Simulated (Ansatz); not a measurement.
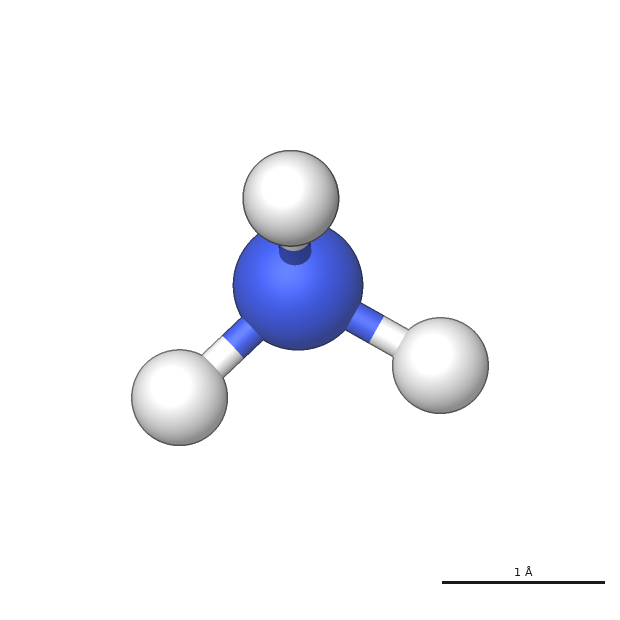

The picture shows a molecular structure as a ball-and-stick model. Colours: nitrogen blue, hydrogen white.

The computed structure is the end point of a PBE0-D4/def2-TZVP optimisation.

Description:

Formula NH3. The point group is C3v. Coordination: 1 N trigonal pyramidal.

The parts below concern this one geometry. Atoms keep their numbers from picture to picture.

**Thermal motion**

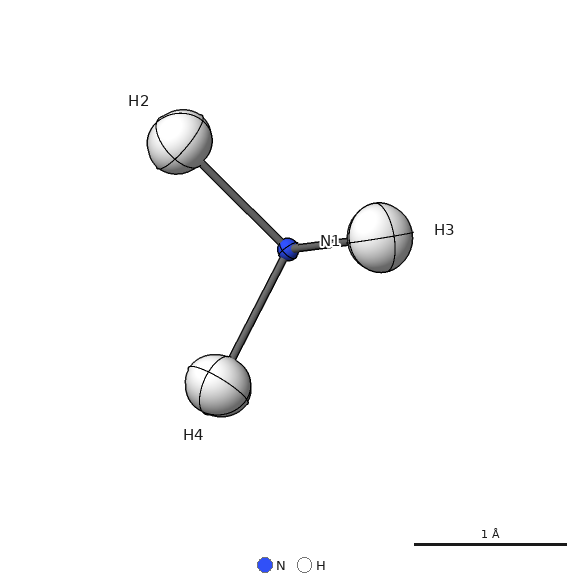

Displacement ellipsoids at the 50 % level, enlarged 2 times, from the internal vibrations of the free molecule (harmonic, no overall translation or rotation; no half-axis is drawn under 0.075 Å). Vibrations computed with RKS PBE0-D4/def2-TZVP (Ansatz 0.2.0). Temperature: 200 K.

Give the displacement parameters, one line for each set of equivalent atoms.

| atom | U_eq (Å²) | rms amplitudes (Å) |
| --- | --- | --- |
| N1 | 0.00011 | 0.008, 0.008, 0.014 |
| H2, H3, H4 | 0.0051 | 0.066, 0.073, 0.074 |

**Electronic properties**

Method: RKS PBE0-D4/def2-TZVPP (Ansatz 0.2.0).

Predict the main results.

- HOMO energy (Kohn–Sham orbital): −7.58 eV
- LUMO energy (Kohn–Sham orbital): 1.03 eV
- HOMO–LUMO gap: 8.62 eV

**Charges**

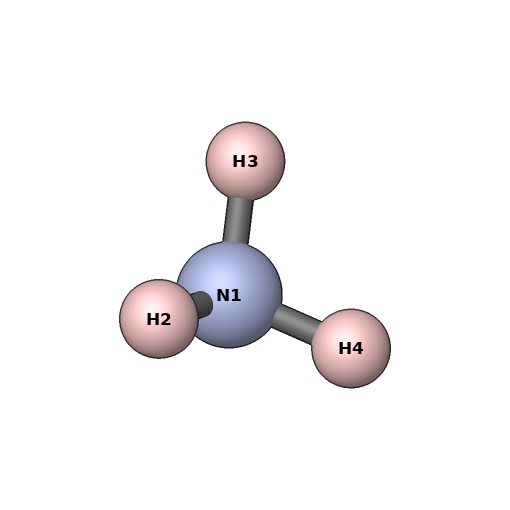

The questions are on Mulliken charges. Properties computed with RKS PBE0-D4/def2-TZVP (Ansatz 0.2.0).

Give the Mulliken charges atom by atom.

| atom | value (e) |
| --- | --- |
| N1 | −0.70 |
| H2 | 0.23 |
| H3 | 0.23 |
| H4 | 0.23 |

Mulliken values depend strongly on the basis set and can even reverse the polarity of a bond.
